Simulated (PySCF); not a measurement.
```xyz
21

C     2.2552   -0.3742   -0.0065
C     1.2032    0.1560   -0.9718
C    -0.2523    0.0235   -0.5163
C    -0.5873    0.9708    0.6733
N    -0.7689    2.2955    0.3173
C    -0.6588   -1.3726   -0.0286
N    -1.9894   -1.2901    0.5137
H     2.1979    0.1031    0.9678
H     2.1737   -1.4494    0.1228
H     3.2413   -0.1667   -0.4128
H     1.2988   -0.3813   -1.9188
H     1.4057    1.2073   -1.1845
H    -0.9009    0.3056   -1.3525
H    -1.5441    0.4714    1.0308
H     0.1427    0.8875    1.4792
H    -1.3352    2.5360   -0.4801
H    -0.3644    3.0475    0.8480
H     0.0160   -1.7057    0.7607
H    -0.5921   -2.0792   -0.8662
H    -2.7231   -1.1725   -0.1741
H    -2.2267   -1.9956    1.1982
```

Geometry: GFN2-xTB.

Level of theory: UKS B3LYP, pcH-1 on C H N, non-relativistic, mean-field spin-orbit, GIAO in PySCF 2.14.0, density-fitted response routines.

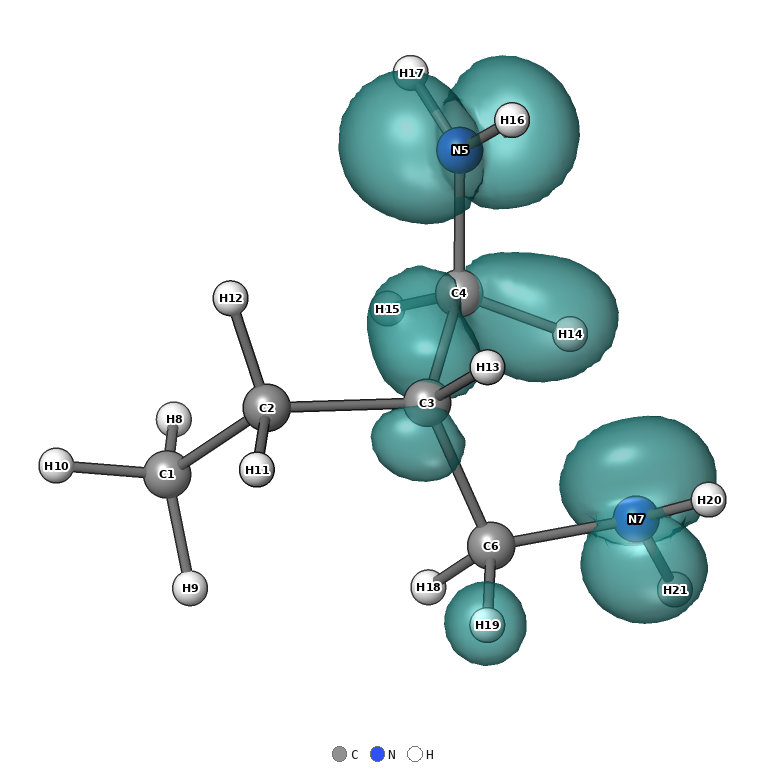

C$_{5}$H$_{14}$N$_{2}$ (SMILES CCC(CN)C[NH2+]) (charge +1, doublet). Isosurfaces of the spin density (α minus β) at +0.03 (teal) and −0.03 e/Å³ (pink), seen across its widest extent.

Question: Where is the unpaired spin?

Answer: The unpaired spin (1 electron) lies mostly on N5 (about 0.4), N7 (about 0.2) and C4 (about 0.1), in electrons by Hirshfeld's partition.
